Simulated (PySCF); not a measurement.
Energy and gradient calculation of InCl2F

The run: energy and gradient calculation of InCl2F, SMILES [F][In]([Cl])[Cl]. Method and program: PBE0/def2-SVP, RKS, core potentials def2-svp (PySCF 2.14.0).

The geometry comes from this level: PBE0-D4/def2-TZVP. Figures and captions count atoms from 1; the log counts them from 0 in places.

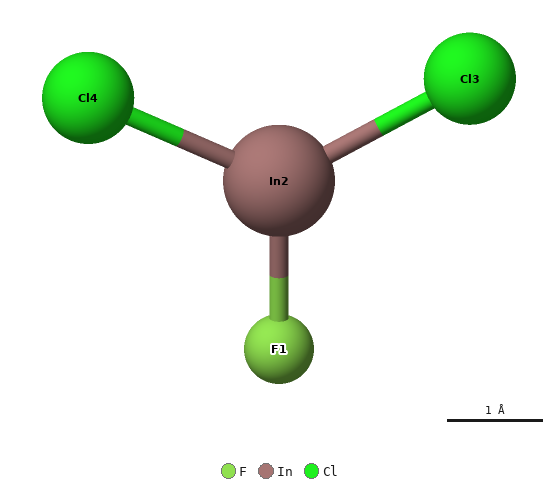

Fig. 1: The structure (ball-and-stick view, seen at a tilt; atoms are numbered from 1 in the order of the input). Sticks mark near contacts.

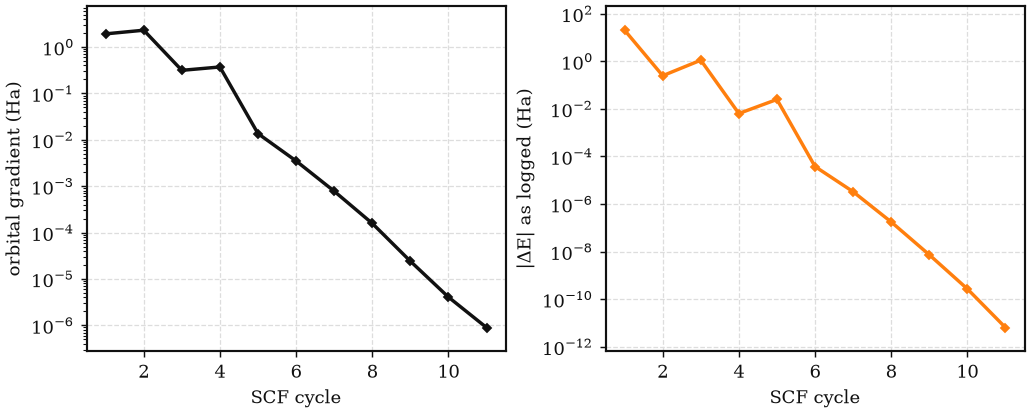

Fig. 2: Convergence of the self-consistent field: orbital gradient and size of the energy change against the SCF cycle. The residual falls almost steadily, with no more than small rises.

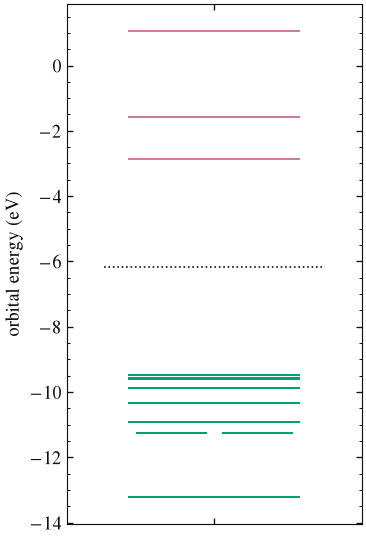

Fig. 3: Orbital energies near the frontier; the dotted line parts filled from empty levels, and levels within 0.02 eV of each other stand side by side. Highest filled −9.48 eV, lowest empty −2.88 eV, 6.60 eV apart.

The input that produced these results follows, with the program's output.

Input (job.py):
```python
import pyscf.grad
from pyscf import gto, dft

molecule = gto.Mole()
molecule.atom = [
    ('F', (0.230900, 0.992100, 1.678900)),
    ('In', (0.019100, 0.009200, 0.035600)),
    ('Cl', (1.200200, -1.933300, -0.195800)),
    ('Cl', (-1.394700, 0.871700, -1.539000)),
]
molecule.basis = 'def2-svp'
molecule.verbose = 4
molecule.max_memory = 1860
molecule.ecp = {'In': 'def2-svp'}
molecule.build()

myscf = dft.RKS(molecule)
myscf.xc = 'pbe0'
myscf.conv_tol = 1e-10
myscf.grids.level = 5
myscf.kernel()
if not myscf.converged:
    myscf = myscf.newton().run(myscf.mo_coeff, myscf.mo_occ)

e_tot = myscf.e_tot
print('E = %.10f Eh' % e_tot)
grad = myscf.Gradients().kernel()
myscf.analyze()
```

Command:
```bash
OMP_NUM_THREADS=1 python job.py
```

Log:
```
PySCF version 2.14.0

[INPUT] num. atoms = 4
[INPUT] num. electrons = 64
[INPUT] charge = 0
[INPUT] spin (= nelec alpha-beta = 2S) = 0
[INPUT] symmetry False subgroup None
[INPUT] Mole.unit = angstrom
[INPUT] Symbol           X                Y                Z      unit          X                Y                Z       unit  Magmom
[INPUT]  1 F      0.230900000000   0.992100000000   1.678900000000 AA    0.436337762162   1.874797288181   3.172661190532 Bohr   0.0
[INPUT]  2 In     0.019100000000   0.009200000000   0.035600000000 AA    0.036093768979   0.017385480346   0.067274250035 Bohr   0.0
[INPUT]  3 Cl     1.200200000000  -1.933300000000  -0.195800000000 AA    2.268049294703  -3.653407516622  -0.370008375190 Bohr   0.0
[INPUT]  4 Cl    -1.394700000000   0.871700000000  -1.539000000000 AA   -2.635601025931   1.647274262783  -2.908288505706 Bohr   0.0

nuclear repulsion = 299.904224956325
number of shells = 32
number of NR pGTOs = 157
number of NR cGTOs = 76
basis = def2-svp
ecp = {'In': 'def2-svp'}

******** <class 'pyscf.dft.rks.RKS'> ********
method = RKS
initial guess = minao
damping factor = 0
level_shift factor = 0
DIIS = <class 'pyscf.scf.diis.CDIIS'>
diis_start_cycle = 1
diis_space = 8
diis_damp = 0
SCF conv_tol = 1e-10
SCF conv_tol_grad = None
SCF max_cycles = 50
direct_scf = True
direct_scf_tol = 1e-13
XC library pyscf.dft.libxc version 7.0.0
    S. Lehtola, C. Steigemann, M. J.T. Oliveira, and M. A.L. Marques.,  SoftwareX 7, 1–5 (2018)
XC functionals = pbe0
radial grids:
    Treutler-Ahlrichs [JCP 102, 346 (1995); DOI:10.1063/1.469408] (M4) radial grids

becke partition: Becke, JCP 88, 2547 (1988); DOI:10.1063/1.454033
pruning grids: <function nwchem_prune>
grids dens level: 5
symmetrized grids: False
atomic radii adjust function: <function treutler_atomic_radii_adjust>
small_rho_cutoff = 0
Set gradient conv threshold to 1e-05
Initial guess from minao.
tot grids = 177304
init E= -1188.64869726582
  HOMO = -0.682560430689918  LUMO = -0.603169299135951  gap/eV = 2.16034
cycle= 1 E= -1208.8473334845  delta_E= -20.2  |g|= 1.92  |ddm|= 12.2
  HOMO = -0.0852727158791651  LUMO = 0.0432840515652223  gap/eV = 3.49821
cycle= 2 E= -1208.60080782969  delta_E= 0.247  |g|=  2.3  |ddm|= 5.18
  HOMO = -0.3350453809689  LUMO = -0.0953648881944401  gap/eV = 6.52204
cycle= 3 E= -1209.70860099654  delta_E= -1.11  |g|= 0.314  |ddm|= 2.35
  HOMO = -0.336276662320638  LUMO = -0.108880015345749  gap/eV = 6.18778
cycle= 4 E= -1209.70224056518  delta_E= 0.00636  |g|= 0.371  |ddm|= 0.547
  HOMO = -0.349956992450979  LUMO = -0.108517296747977  gap/eV = 6.56991
cycle= 5 E= -1209.72703453505  delta_E= -0.0248  |g|= 0.0136  |ddm|= 0.297
  HOMO = -0.347888193606686  LUMO = -0.105565415902088  gap/eV = 6.59394
cycle= 6 E= -1209.72707203978  delta_E= -3.75e-05  |g|= 0.0035  |ddm|= 0.0187
  HOMO = -0.348530287242135  LUMO = -0.105723562732298  gap/eV = 6.60711
cycle= 7 E= -1209.72707530986  delta_E= -3.27e-06  |g|= 0.00078  |ddm|= 0.00516
  HOMO = -0.348407715491844  LUMO = -0.105728636860505  gap/eV = 6.60363
cycle= 8 E= -1209.72707548473  delta_E= -1.75e-07  |g|= 0.000158  |ddm|= 0.00114
  HOMO = -0.348416536287221  LUMO = -0.105726013028075  gap/eV = 6.60395
cycle= 9 E= -1209.72707549203  delta_E= -7.3e-09  |g|= 2.42e-05  |ddm|= 0.000232
  HOMO = -0.34841442934141  LUMO = -0.105727539932494  gap/eV = 6.60385
cycle= 10 E= -1209.7270754923  delta_E= -2.68e-10  |g|= 4.07e-06  |ddm|= 5.11e-05
  HOMO = -0.348414493558229  LUMO = -0.105727399493418  gap/eV = 6.60385
cycle= 11 E= -1209.72707549231  delta_E= -6.37e-12  |g|= 8.97e-07  |ddm|= 7.39e-06
  HOMO = -0.348414548737163  LUMO = -0.105727423139645  gap/eV = 6.60385
Extra cycle  E= -1209.72707549231  delta_E= -4.55e-13  |g|= 5.12e-07  |ddm|= 1.6e-06
converged SCF energy = -1209.72707549231
E = -1209.7270754923 Eh

******** <class 'pyscf.grad.rks.Gradients'> for <class 'pyscf.dft.rks.RKS'> ********
unit = Eh/Bohr
grid_response = False
--------------- RKS gradients ---------------
         x                y                z
0 F    -0.0009323789    -0.0040775490    -0.0068314904
1 In    -0.0001444721    -0.0007235099    -0.0011841626
2 Cl    -0.0047521268     0.0080958032     0.0012746066
3 Cl     0.0057783074    -0.0032921617     0.0067207440
----------------------------------------------
**** SCF Summaries ****
Total Energy =                       -1209.727075492306540
Nuclear Repulsion Energy =             299.904224956325095
One-electron Energy =                -2342.991113069364019
Two-electron Energy =                  833.359812620732328
Two-electron Coulomb Energy =          916.785287463759914
DFT Exchange-Correlation Energy =      -83.425474843027558
HOMO-LUMO gap [eV] =                     6.603853056718273
**** MO energy ****
MO #1   energy= -101.69516078959   occ= 2
MO #2   energy= -101.695150934138  occ= 2
MO #3   energy= -24.7326794257158  occ= 2
MO #4   energy= -9.54592275562268  occ= 2
MO #5   energy= -9.54591384815357  occ= 2
MO #6   energy= -7.28526694746803  occ= 2
MO #7   energy= -7.28525600469703  occ= 2
MO #8   energy= -7.27871924175187  occ= 2
MO #9   energy= -7.27870920310272  occ= 2
MO #10  energy= -7.2781069117294   occ= 2
MO #11  energy= -7.2780956657133   occ= 2
MO #12  energy= -4.78817396211831  occ= 2
MO #13  energy= -3.18960424061843  occ= 2
MO #14  energy= -3.18240193903208  occ= 2
MO #15  energy= -3.17986066931222  occ= 2
MO #16  energy= -1.13632205047348  occ= 2
MO #17  energy= -0.891884080615867 occ= 2
MO #18  energy= -0.886591649163937 occ= 2
MO #19  energy= -0.858093908227083 occ= 2
MO #20  energy= -0.855786874990736 occ= 2
MO #21  energy= -0.848870505363213 occ= 2
MO #22  energy= -0.816411628012595 occ= 2
MO #23  energy= -0.810296426785911 occ= 2
MO #24  energy= -0.486290317946775 occ= 2
MO #25  energy= -0.413922404636543 occ= 2
MO #26  energy= -0.413276551929227 occ= 2
MO #27  energy= -0.400947497492624 occ= 2
MO #28  energy= -0.379470666657654 occ= 2
MO #29  energy= -0.362571887449303 occ= 2
MO #30  energy= -0.352869447625383 occ= 2
MO #31  energy= -0.351816678441183 occ= 2
MO #32  energy= -0.348414548737163 occ= 2
MO #33  energy= -0.105727423139645 occ= 0
MO #34  energy= -0.0577975530985181 occ= 0
MO #35  energy= 0.0393104759059998 occ= 0
MO #36  energy= 0.0559247412535475 occ= 0
MO #37  energy= 0.119182726062181  occ= 0
MO #38  energy= 0.150886283997237  occ= 0
MO #39  energy= 0.184075478813165  occ= 0
MO #40  energy= 0.203464027614351  occ= 0
MO #41  energy= 0.298535927826594  occ= 0
MO #42  energy= 0.334591773344602  occ= 0
MO #43  energy= 0.370398427565402  occ= 0
MO #44  energy= 0.426262586305501  occ= 0
MO #45  energy= 0.465606931391238  occ= 0
MO #46  energy= 0.608963857879792  occ= 0
MO #47  energy= 0.619612980468013  occ= 0
MO #48  energy= 0.769676837131397  occ= 0
MO #49  energy= 0.7709001136718    occ= 0
MO #50  energy= 0.77107327827737   occ= 0
MO #51  energy= 0.778960053689158  occ= 0
MO #52  energy= 0.78174520744743   occ= 0
MO #53  energy= 0.797339289520321  occ= 0
MO #54  energy= 0.79965652382124   occ= 0
MO #55  energy= 0.810971996167839  occ= 0
MO #56  energy= 0.862483303431855  occ= 0
MO #57  energy= 0.878645962832576  occ= 0
MO #58  energy= 0.94092352730317   occ= 0
MO #59  energy= 0.958480324176253  occ= 0
MO #60  energy= 0.970337867716388  occ= 0
MO #61  energy= 1.06998482993105   occ= 0
MO #62  energy= 1.23807443094012   occ= 0
MO #63  energy= 1.27016694746808   occ= 0
MO #64  energy= 1.27801826032132   occ= 0
MO #65  energy= 1.28522146508869   occ= 0
MO #66  energy= 1.34251057329106   occ= 0
MO #67  energy= 1.73400322128641   occ= 0
MO #68  energy= 3.12045699248893   occ= 0
MO #69  energy= 3.12301246537541   occ= 0
MO #70  energy= 3.12730593044558   occ= 0
MO #71  energy= 3.14680162538092   occ= 0
MO #72  energy= 3.1920225137777    occ= 0
MO #73  energy= 15.840322466465    occ= 0
MO #74  energy= 16.7092504678133   occ= 0
MO #75  energy= 16.8812074438744   occ= 0
MO #76  energy= 61.0975890299576   occ= 0
 ** Mulliken pop on meta-lowdin orthogonal AOs  **
 ** Mulliken pop  **
pop of  0 F 1s            1.99992
pop of  0 F 2s            1.96601
pop of  0 F 3s            0.02360
pop of  0 F 2px           1.95790
pop of  0 F 2py           1.91370
pop of  0 F 2pz           1.82866
pop of  0 F 3px           0.01136
pop of  0 F 3py           0.01734
pop of  0 F 3pz           0.01764
pop of  0 F 3dxy          0.00060
pop of  0 F 3dyz          0.00162
pop of  0 F 3dz^2         0.00167
pop of  0 F 3dxz          0.00102
pop of  0 F 3dx2-y2       0.00060
pop of  1 In 4s           1.81786
pop of  1 In 5s           0.83585
pop of  1 In 6s           0.07897
pop of  1 In 7s           0.13694
pop of  1 In 4px          0.02532
pop of  1 In 4py          0.35137
pop of  1 In 4pz          0.35188
pop of  1 In 5px          1.87549
pop of  1 In 5py          1.64910
pop of  1 In 5pz          1.64893
pop of  1 In 6px          0.10805
pop of  1 In 6py          0.09428
pop of  1 In 6pz          0.08409
pop of  1 In 7px          0.08588
pop of  1 In 7py          0.01008
pop of  1 In 7pz          0.01698
pop of  1 In 4dxy         1.79379
pop of  1 In 4dyz         1.78956
pop of  1 In 4dz^2        1.77345
pop of  1 In 4dxz         1.76921
pop of  1 In 4dx2-y2      1.99845
pop of  1 In 5dxy         0.16784
pop of  1 In 5dyz         0.17429
pop of  1 In 5dz^2        0.18223
pop of  1 In 5dxz         0.21066
pop of  1 In 5dx2-y2      0.00986
pop of  2 Cl 1s           2.00000
pop of  2 Cl 2s           1.99984
pop of  2 Cl 3s           1.96755
pop of  2 Cl 4s           0.00710
pop of  2 Cl 2px          1.99994
pop of  2 Cl 2py          1.99992
pop of  2 Cl 2pz          1.99995
pop of  2 Cl 3px          1.88081
pop of  2 Cl 3py          1.73995
pop of  2 Cl 3pz          1.96641
pop of  2 Cl 4px          0.00707
pop of  2 Cl 4py          0.00244
pop of  2 Cl 4pz          0.00728
pop of  2 Cl 3dxy         0.00835
pop of  2 Cl 3dyz         0.00581
pop of  2 Cl 3dz^2        0.00317
pop of  2 Cl 3dxz         0.00244
pop of  2 Cl 3dx2-y2      0.00500
pop of  3 Cl 1s           1.99999
pop of  3 Cl 2s           1.99983
pop of  3 Cl 3s           1.96841
pop of  3 Cl 4s           0.00992
pop of  3 Cl 2px          1.99993
pop of  3 Cl 2py          1.99994
pop of  3 Cl 2pz          1.99992
pop of  3 Cl 3px          1.84130
pop of  3 Cl 3py          1.92480
pop of  3 Cl 3pz          1.82120
pop of  3 Cl 4px          0.00845
pop of  3 Cl 4py          0.00750
pop of  3 Cl 4pz          0.00600
pop of  3 Cl 3dxy         0.00513
pop of  3 Cl 3dyz         0.00570
pop of  3 Cl 3dz^2        0.00486
pop of  3 Cl 3dxz         0.00793
pop of  3 Cl 3dx2-y2      0.00409
 ** Mulliken atomic charges  **
charge of    0F =     -0.74166
charge of    1In =      1.95957
charge of    2Cl =     -0.60302
charge of    3Cl =     -0.61489
Dipole moment(X, Y, Z, Debye): -0.10558, -0.49043, -0.81917
```

Results in brief:

```json
{"quantity": "outcome", "value": "converged"}
{"quantity": "total energy", "value": "−1209.727075 hartree"}
{"quantity": "basis functions", "value": "76"}
{"quantity": "largest force", "value": "0.487 eV/Å"}
{"quantity": "HOMO", "value": "−9.48 eV"}
{"quantity": "LUMO", "value": "−2.88 eV"}
{"quantity": "dipole moment", "value": "0.96 D"}
{"quantity": "hardware", "value": "1 thread of Intel Xeon @ 2.50GHz (Skylake/Cascade Lake), 189 GiB of memory available, shared host"}
{"quantity": "wall time", "value": "35 s"}
{"quantity": "peak memory", "value": "0.74 GiB"}
```
